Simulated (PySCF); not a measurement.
**Cd+, Cd(2+): ionisation energy in def2-SVP with ECP28**

Each state of cadmium is computed at each level; their differences give the ionisation energy. How far do the methods differ?

Program: PySCF 2.14.0. Level of theory: unrestricted determinants in a Gaussian basis, no spin-orbit coupling in the energies. These are calculated values, not measurements, unless marked.

### 1 The atom as given

| Property | Result |
| --- | --- |
| Element | cadmium (Z = 48) |
| Basis | def2-SVP with the def2 core potential (28 electrons) (5s3p2d1f, 31 functions) |
| Hamiltonian | scalar relativity through the core potential |
| State 1 | Cd+: [Kr] 4d10 5s1, 2S determinant |
| State 2 | Cd(2+): [Kr] 4d10, closed-shell 1S |
| Methods | UHF, BP86, PBE, MP2, CCSD(T) |
| Core shells frozen in the correlated runs | valence: 4s2 4p6 (for Cd+) |

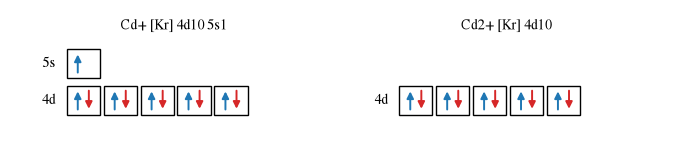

Outer shells as boxes.

The runs were made by one driver on top of PySCF. The scripts below sum up each run's settings (the driver also hands on starting orbitals that pick excited configurations, and frozen orbitals as a list rather than a count), and the logs come from the driver's own runs. The driver starts from symmetry-adapted Hartree-Fock orbitals, holds the occupation by maximum overlap and uses a logarithmic radial grid for functionals, so a plain start would take other cycles.

It was started by

```sh
> OMP_NUM_THREADS=1 python atomrun2.py TASK.json OUT
```

The integrals over 31 functions and the set-up took 0.08 s of CPU time.

### 2 Cd+: the ladder of methods

UHF:

Input file input.py:

```python
from pyscf import gto, scf, dft, mp, cc
import basis_set_exchange as bse
txt = bse.get_basis("def2-SVP", elements=["Cd"], fmt="nwchem", header=False)
cut = txt.index("\nECP")
mol = gto.M(atom="Cd 0 0 0", charge=1, spin=1, symmetry="D2h",
            basis=gto.basis.parse(txt[:cut]),
            ecp={"Cd": gto.basis.parse_ecp(txt[cut:])})
mf = scf.UHF(mol)
mf.irrep_nelec = {'Ag': (4, 3), 'B1g': (1, 1), 'B2g': (1, 1), 'B3g': (1, 1), 'B1u': (1, 1), 'B2u': (1, 1), 'B3u': (1, 1)}
mf.kernel()
```

Log:

```text
damping factor = 0
level_shift factor = 0
DIIS = <class 'pyscf.scf.diis.CDIIS'>
diis_start_cycle = 1
diis_space = 10
diis_damp = 0
SCF conv_tol = 1e-09
SCF conv_tol_grad = None
number electrons alpha = 10  beta = 9
cycle= 1 E= -166.576992084807  delta_E= -2.5e-10  |g|= 4.9e-06  |ddm|= 7.44e-05
converged SCF energy = -166.576992084807  <S^2> = 0.75115357  2S+1 = 2.0011532
```

It took 0.08 s on 1 thread of Neoverse-V1, shared host, the integrals not counted.

Orbital energies by shell (radii are means over both spins):

| shell | electrons | mean orbital energy (eV) | spread (eV) | rms radius (bohr) |
| --- | --- | --- | --- | --- |
| 4s α | 1 | -139.31 | 0 | 0.947 |
| 4s β | 1 | -139.11 | 0 | 0.947 |
| 4p α | 3 | -94.693 | 0 | 1.04 |
| 4p β | 3 | -94.674 | 0 | 1.04 |
| 4d α | 5 | -28.227 | 0 | 1.37 |
| 4d β | 5 | -28.057 | 0 | 1.37 |
| 5s α | 1 | -15.725 | 0 | 2.97 |

⟨S²⟩ = 0.751, ⟨L²⟩ = 0.00.

Energies and moments cover only the electrons outside the core potential.

BP86:

input.py differs from the last one in:

```diff
@@ -7,3 +7,3 @@
             ecp={"Cd": gto.basis.parse_ecp(txt[cut:])})
-mf = scf.UHF(mol)
+mf = dft.UKS(mol, xc="B88,P86")
 mf.irrep_nelec = {'Ag': (4, 3), 'B1g': (1, 1), 'B2g': (1, 1), 'B3g': (1, 1), 'B1u': (1, 1), 'B2u': (1, 1), 'B3u': (1, 1)}
```

Log:

```text
damping factor = 0
level_shift factor = 0
DIIS = <class 'pyscf.scf.diis.CDIIS'>
diis_start_cycle = 1
diis_space = 10
diis_damp = 0
SCF conv_tol = 1e-09
SCF conv_tol_grad = None
number electrons alpha = 10  beta = 9
XC functionals = B88,P86
    A. D. Becke.,  Phys. Rev. A 38, 3098 (1988)
    J. P. Perdew.,  Phys. Rev. B 33, 8822 (1986)
cycle= 1 E= -167.511953140282  delta_E= -0.00843  |g|= 0.0851  |ddm|= 0.401
cycle= 2 E= -167.511803559798  delta_E= 0.00015  |g|= 0.0863  |ddm|= 0.18
cycle= 3 E= -167.514802037743  delta_E= -0.003  |g|= 0.000165  |ddm|= 0.0882
cycle= 4 E= -167.514802044122  delta_E= -6.38e-09  |g|= 3.62e-05  |ddm|= 0.000253
cycle= 5 E= -167.514802044662  delta_E= -5.4e-10  |g|= 6.5e-07  |ddm|= 4.67e-05
converged SCF energy = -167.514802044662  <S^2> = 0.75089698  2S+1 = 2.0008968
```

It took 0.2 s on 1 thread of Neoverse-V1, shared host, the integrals not counted.

PBE:

input.py differs from the last one in:

```diff
@@ -7,3 +7,3 @@
             ecp={"Cd": gto.basis.parse_ecp(txt[cut:])})
-mf = dft.UKS(mol, xc="B88,P86")
+mf = dft.UKS(mol, xc="PBE")
 mf.irrep_nelec = {'Ag': (4, 3), 'B1g': (1, 1), 'B2g': (1, 1), 'B3g': (1, 1), 'B1u': (1, 1), 'B2u': (1, 1), 'B3u': (1, 1)}
```

Log:

```text
damping factor = 0
level_shift factor = 0
DIIS = <class 'pyscf.scf.diis.CDIIS'>
diis_start_cycle = 1
diis_space = 10
diis_damp = 0
SCF conv_tol = 1e-09
SCF conv_tol_grad = None
number electrons alpha = 10  beta = 9
XC functionals = PBE
    J. P. Perdew, K. Burke, and M. Ernzerhof.,  Phys. Rev. Lett. 77, 3865 (1996)
    J. P. Perdew, K. Burke, and M. Ernzerhof.,  Phys. Rev. Lett. 78, 1396 (1997)
    J. P. Perdew, K. Burke, and M. Ernzerhof.,  Phys. Rev. Lett. 77, 3865 (1996)
    J. P. Perdew, K. Burke, and M. Ernzerhof.,  Phys. Rev. Lett. 78, 1396 (1997)
cycle= 1 E= -167.409802556784  delta_E= -0.00738  |g|= 0.0833  |ddm|= 0.362
cycle= 2 E= -167.409634933161  delta_E= 0.000168  |g|= 0.0847  |ddm|= 0.173
cycle= 3 E= -167.412523752853  delta_E= -0.00289  |g|= 0.000203  |ddm|= 0.0882
cycle= 4 E= -167.41252376566  delta_E= -1.28e-08  |g|= 2.93e-05  |ddm|= 0.000186
cycle= 5 E= -167.412523766007  delta_E= -3.47e-10  |g|= 3.7e-07  |ddm|= 3e-05
converged SCF energy = -167.412523766007  <S^2> = 0.75071622  2S+1 = 2.0007161
```

Time after the integrals: 0.2 s (1 thread of Neoverse-V1, shared host).

MP2 (valence):

input.py differs from the last one in:

```diff
@@ -7,4 +7,5 @@
             ecp={"Cd": gto.basis.parse_ecp(txt[cut:])})
-mf = dft.UKS(mol, xc="PBE")
+mf = scf.UHF(mol)
 mf.irrep_nelec = {'Ag': (4, 3), 'B1g': (1, 1), 'B2g': (1, 1), 'B3g': (1, 1), 'B1u': (1, 1), 'B2u': (1, 1), 'B3u': (1, 1)}
 mf.kernel()
+mp.UMP2(mf, frozen=4).kernel()
```

No log was kept for this step.

Time after the integrals: 0.01 s (1 thread of Neoverse-V1, shared host).

With 11 electrons correlated, the MP2 correlation energy is -0.23744 hartree (-0.09284 same spin, -0.14460 opposite spin); the SCS form gives -0.20447. Largest pairs of shells: 4d-4d -0.2121, 4d-5s -0.0254, 5s-5s 0.0000.

CCSD(T) (valence):

input.py differs from the last one in:

```diff
@@ -10,2 +10,3 @@
 mf.kernel()
-mp.UMP2(mf, frozen=4).kernel()
+mycc = cc.CCSD(mf, frozen=4).run()
+mycc.ccsd_t()
```

Log:

```text
CC2 = 0
CCSD nocc = (np.int64(6), np.int64(5)), nmo = (27, 27)
frozen orbitals [[0, 1, 2, 3], [0, 1, 2, 3]]
max_cycle = 100
direct = 0
conv_tol = 1e-08
conv_tol_normt = 1e-06
diis_space = 8
diis_start_cycle = 0
Init t2, MP2 energy = -0.237438293974367
Init E_corr(UCCSD) = -0.237438294000831
cycle = 1  E_corr(UCCSD) = -0.227239501245561  dE = 0.0101987928  norm(t1,t2) = 0.0273982
cycle = 2  E_corr(UCCSD) = -0.228929500730643  dE = -0.00168999949  norm(t1,t2) = 0.00790903
cycle = 3  E_corr(UCCSD) = -0.229199002180227  dE = -0.00026950145  norm(t1,t2) = 0.00314799
cycle = 4  E_corr(UCCSD) = -0.229242393463957  dE = -4.33912837e-05  norm(t1,t2) = 0.000360599
cycle = 5  E_corr(UCCSD) = -0.229238672694161  dE = 3.7207698e-06  norm(t1,t2) = 8.59916e-05
cycle = 6  E_corr(UCCSD) = -0.229236932609761  dE = 1.7400844e-06  norm(t1,t2) = 1.81153e-05
cycle = 7  E_corr(UCCSD) = -0.229237581972781  dE = -6.4936302e-07  norm(t1,t2) = 4.00546e-06
cycle = 8  E_corr(UCCSD) = -0.229237563359284  dE = 1.86134974e-08  norm(t1,t2) = 3.35083e-07
cycle = 9  E_corr(UCCSD) = -0.22923756299215  dE = 3.67133435e-10  norm(t1,t2) = 4.79094e-08
UCCSD converged
E(UCCSD) = -166.806229647799  E_corr = -0.2292375629921505
UCCSD(T) correction = -0.00290617555364026
```

It took 0.54 s on 1 thread of Neoverse-V1, shared host, the integrals not counted.

CCSD correlation -0.22924 hartree, triples -0.00291; total -166.809136. T1 = 0.006, largest double amplitude 0.021.

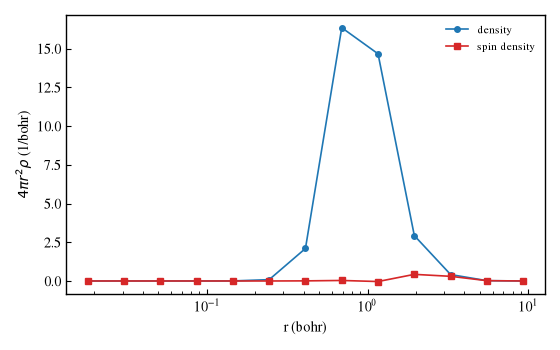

Radial density 4πr²ρ of Cd+ at UHF, the electrons outside the core potential, at 13 stored radii joined by straight lines.

### 3 Cd(2+)

UHF:

Input file input.py:

```python
from pyscf import gto, scf, dft, mp, cc
import basis_set_exchange as bse
txt = bse.get_basis("def2-SVP", elements=["Cd"], fmt="nwchem", header=False)
cut = txt.index("\nECP")
mol = gto.M(atom="Cd 0 0 0", charge=2, spin=0, symmetry="D2h",
            basis=gto.basis.parse(txt[:cut]),
            ecp={"Cd": gto.basis.parse_ecp(txt[cut:])})
mf = scf.UHF(mol)
mf.irrep_nelec = {'Ag': (3, 3), 'B1g': (1, 1), 'B2g': (1, 1), 'B3g': (1, 1), 'B1u': (1, 1), 'B2u': (1, 1), 'B3u': (1, 1)}
mf.kernel()
```

Log:

```text
damping factor = 0
level_shift factor = 0
DIIS = <class 'pyscf.scf.diis.CDIIS'>
diis_start_cycle = 1
diis_space = 10
diis_damp = 0
SCF conv_tol = 1e-09
SCF conv_tol_grad = None
number electrons alpha = 9  beta = 9
cycle= 1 E= -166.004127823217  delta_E= -2.27e-13  |g|= 2.11e-07  |ddm|= 6.6e-07
converged SCF energy = -166.004127823217  <S^2> = -5.3290705e-15  2S+1 = 1
```

It took 0.07 s on 1 thread of Neoverse-V1, shared host, the integrals not counted.

Orbital energies by shell (radii are means over both spins):

```csv
shell,electrons,mean orbital energy (eV),spread (eV),rms radius (bohr)
4s,2,-149.02,0,0.948
4p,6,-104.63,0,1.04
4d,10,-38.031,0,1.35
```

⟨S²⟩ = 0.000, ⟨L²⟩ = 0.00.

Energies and moments cover only the electrons outside the core potential.

BP86:

input.py differs from the last one in:

```diff
@@ -7,3 +7,3 @@
             ecp={"Cd": gto.basis.parse_ecp(txt[cut:])})
-mf = scf.UHF(mol)
+mf = dft.UKS(mol, xc="B88,P86")
 mf.irrep_nelec = {'Ag': (3, 3), 'B1g': (1, 1), 'B2g': (1, 1), 'B3g': (1, 1), 'B1u': (1, 1), 'B2u': (1, 1), 'B3u': (1, 1)}
```

Log:

```text
damping factor = 0
level_shift factor = 0
DIIS = <class 'pyscf.scf.diis.CDIIS'>
diis_start_cycle = 1
diis_space = 10
diis_damp = 0
SCF conv_tol = 1e-09
SCF conv_tol_grad = None
number electrons alpha = 9  beta = 9
XC functionals = B88,P86
    A. D. Becke.,  Phys. Rev. A 38, 3098 (1988)
    J. P. Perdew.,  Phys. Rev. B 33, 8822 (1986)
cycle= 1 E= -166.867342109129  delta_E= -0.00427  |g|= 0.059  |ddm|= 0.18
cycle= 2 E= -166.867786183171  delta_E= -0.000444  |g|= 0.0487  |ddm|= 0.086
cycle= 3 E= -166.868711037656  delta_E= -0.000925  |g|= 0.000307  |ddm|= 0.0391
cycle= 4 E= -166.868711079244  delta_E= -4.16e-08  |g|= 4.56e-06  |ddm|= 0.000258
cycle= 5 E= -166.86871107925  delta_E= -6.57e-12  |g|= 4.9e-08  |ddm|= 3.78e-06
converged SCF energy = -166.86871107925  <S^2> = -7.1054274e-15  2S+1 = 1
```

Time after the integrals: 0.19 s (1 thread of Neoverse-V1, shared host).

PBE:

input.py differs from the last one in:

```diff
@@ -7,3 +7,3 @@
             ecp={"Cd": gto.basis.parse_ecp(txt[cut:])})
-mf = dft.UKS(mol, xc="B88,P86")
+mf = dft.UKS(mol, xc="PBE")
 mf.irrep_nelec = {'Ag': (3, 3), 'B1g': (1, 1), 'B2g': (1, 1), 'B3g': (1, 1), 'B1u': (1, 1), 'B2u': (1, 1), 'B3u': (1, 1)}
```

Log:

```text
damping factor = 0
level_shift factor = 0
DIIS = <class 'pyscf.scf.diis.CDIIS'>
diis_start_cycle = 1
diis_space = 10
diis_damp = 0
SCF conv_tol = 1e-09
SCF conv_tol_grad = None
number electrons alpha = 9  beta = 9
XC functionals = PBE
    J. P. Perdew, K. Burke, and M. Ernzerhof.,  Phys. Rev. Lett. 77, 3865 (1996)
    J. P. Perdew, K. Burke, and M. Ernzerhof.,  Phys. Rev. Lett. 78, 1396 (1997)
    J. P. Perdew, K. Burke, and M. Ernzerhof.,  Phys. Rev. Lett. 77, 3865 (1996)
    J. P. Perdew, K. Burke, and M. Ernzerhof.,  Phys. Rev. Lett. 78, 1396 (1997)
cycle= 1 E= -166.769734545143  delta_E= -0.00412  |g|= 0.0699  |ddm|= 0.185
cycle= 2 E= -166.770222915847  delta_E= -0.000488  |g|= 0.0607  |ddm|= 0.104
cycle= 3 E= -166.771671642063  delta_E= -0.00145  |g|= 0.000338  |ddm|= 0.0484
cycle= 4 E= -166.771671692632  delta_E= -5.06e-08  |g|= 6.3e-06  |ddm|= 0.000284
cycle= 5 E= -166.771671692645  delta_E= -1.38e-11  |g|= 2.84e-07  |ddm|= 5.24e-06
converged SCF energy = -166.771671692645  <S^2> = -5.3290705e-15  2S+1 = 1
```

It took 0.2 s on 1 thread of Neoverse-V1, shared host, the integrals not counted.

MP2 (valence):

input.py differs from the last one in:

```diff
@@ -7,4 +7,5 @@
             ecp={"Cd": gto.basis.parse_ecp(txt[cut:])})
-mf = dft.UKS(mol, xc="PBE")
+mf = scf.UHF(mol)
 mf.irrep_nelec = {'Ag': (3, 3), 'B1g': (1, 1), 'B2g': (1, 1), 'B3g': (1, 1), 'B1u': (1, 1), 'B2u': (1, 1), 'B3u': (1, 1)}
 mf.kernel()
+mp.UMP2(mf, frozen=4).kernel()
```

No log was kept for this step.

It took 0.01 s on 1 thread of Neoverse-V1, shared host, the integrals not counted.

With 10 electrons correlated, the MP2 correlation energy is -0.21137 hartree (-0.08204 same spin, -0.12933 opposite spin); the SCS form gives -0.18255. Largest pairs of shells: 4d-4d -0.2114.

CCSD(T) (valence):

input.py differs from the last one in:

```diff
@@ -10,2 +10,3 @@
 mf.kernel()
-mp.UMP2(mf, frozen=4).kernel()
+mycc = cc.CCSD(mf, frozen=4).run()
+mycc.ccsd_t()
```

Log:

```text
CC2 = 0
CCSD nocc = 5, nmo = 27
frozen orbitals [0, 1, 2, 3]
max_cycle = 100
direct = 0
conv_tol = 1e-08
conv_tol_normt = 1e-06
diis_space = 8
diis_start_cycle = 0
Init t2, MP2 energy = -166.215502615118  E_corr(MP2) -0.211374791901158
Init E_corr(CCSD) = -0.211374791901173
cycle = 1  E_corr(CCSD) = -0.204453544118216  dE = 0.00692124778  norm(t1,t2) = 0.00677713
cycle = 2  E_corr(CCSD) = -0.205147864472097  dE = -0.000694320354  norm(t1,t2) = 0.00174407
cycle = 3  E_corr(CCSD) = -0.205202664799097  dE = -5.4800327e-05  norm(t1,t2) = 0.000483497
cycle = 4  E_corr(CCSD) = -0.205211032154849  dE = -8.36735575e-06  norm(t1,t2) = 7.6302e-05
cycle = 5  E_corr(CCSD) = -0.205209621197889  dE = 1.41095696e-06  norm(t1,t2) = 1.32974e-05
cycle = 6  E_corr(CCSD) = -0.205209243153666  dE = 3.78044223e-07  norm(t1,t2) = 8.72059e-07
cycle = 7  E_corr(CCSD) = -0.205209282351572  dE = -3.91979063e-08  norm(t1,t2) = 1.19997e-07
cycle = 8  E_corr(CCSD) = -0.205209284494266  dE = -2.14269424e-09  norm(t1,t2) = 1.67969e-08
CCSD converged
E(CCSD) = -166.2093371077114  E_corr = -0.2052092844942664
CCSD(T) correction = -0.00185784556597989
```

It took 0.15 s on 1 thread of Neoverse-V1, shared host, the integrals not counted.

CCSD correlation -0.20521 hartree, triples -0.00186; total -166.211195. T1 = 0.000, largest double amplitude 0.019.

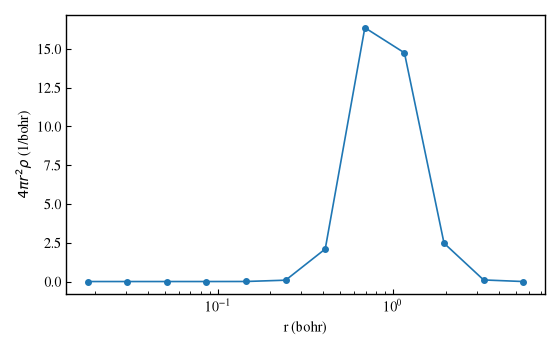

Radial density 4πr²ρ of Cd(2+) at UHF, the electrons outside the core potential, at 12 stored radii joined by straight lines.

### 4 How the shells move

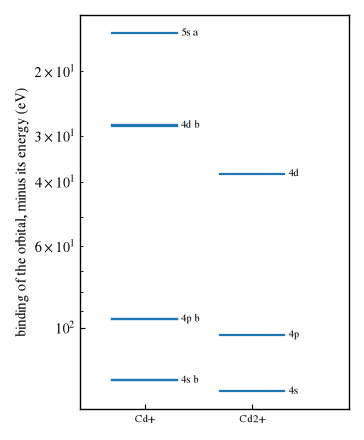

Hartree-Fock orbital energies of the states on a logarithmic scale (a, b: spin up and down; * marks an excited configuration).

### 5 Differences of total energies

Ionisation energy: Cd+ [Kr] 4d10 5s1 (2S) → Cd(2+) [Kr] 4d10 (1S).

```
           method  value (eV)  error (eV)  CPU time, both states (s)
              UHF      15.588      -1.320                       0.15
             BP86      17.581      +0.673                       0.39
              PBE      17.438      +0.530                        0.4
    MP2 (valence)      16.298      -0.611                       0.17
SCS-MP2 (valence)      16.185      -0.723                       0.17
   CCSD (valence)      16.242      -0.666                           
CCSD(T) (valence)      16.271      -0.638                       0.84
```

Reference: 16.908 eV (measured; NIST levels, between the centres of gravity of the two terms). Errors of the correlated levels include the incompleteness of this basis.

Times are CPU seconds on a shared host without the integrals; correlated rows include their Hartree-Fock run, whose time holds the symmetry-adapted start and any spin-orbit constants, while functionals begin from orbitals already made.

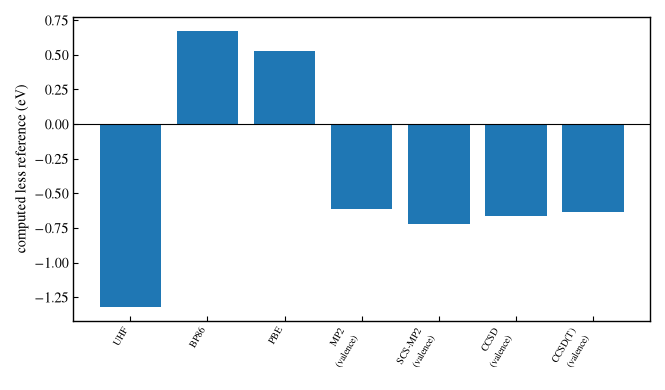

Computed less reference values by method.

### 6 Outcome

| quantity | value |
| --- | --- |
| ionisation energy, Cd+ | UHF 15.588, CCSD(T) (valence) 16.271 eV; reference 16.908 |

Each level's miss and price (over 1 difference):

```
           method  mean absolute miss against the measured value (with the measured fine structure taken into account where it is known) (eV)  CPU time, both states (s)
              UHF                                                                                                                       1.320                       0.15
             BP86                                                                                                                       0.673                       0.39
              PBE                                                                                                                       0.530                        0.4
    MP2 (valence)                                                                                                                       0.611                       0.17
SCS-MP2 (valence)                                                                                                                       0.723                       0.17
   CCSD (valence)                                                                                                                       0.666                           
CCSD(T) (valence)                                                                                                                       0.638                       0.84
```

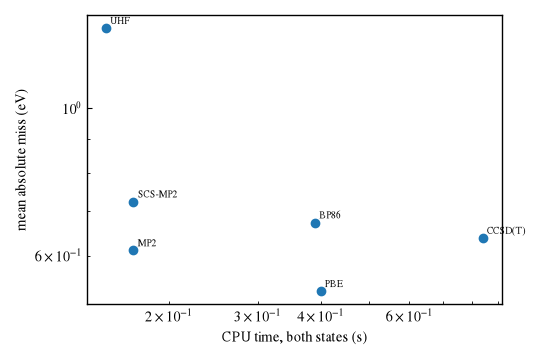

Miss against the measured value (with the measured fine structure taken into account where it is known) and CPU time.

What this shows: PBE lands nearest to the measured value (off by 0.53 eV); UHF misses by most (1.32 eV). Hartree-Fock falls short because the species with more electrons holds more correlation energy, which it lacks. PBE is off by +0.53 eV. All values hold for this basis alone; no basis-set limit was taken. The dearest level timed, CCSD(T) (valence), costs 5.6 times the cheapest, UHF, and differs from the measured value (with the measured fine structure taken into account where it is known) by 0.64 against 1.32 eV.
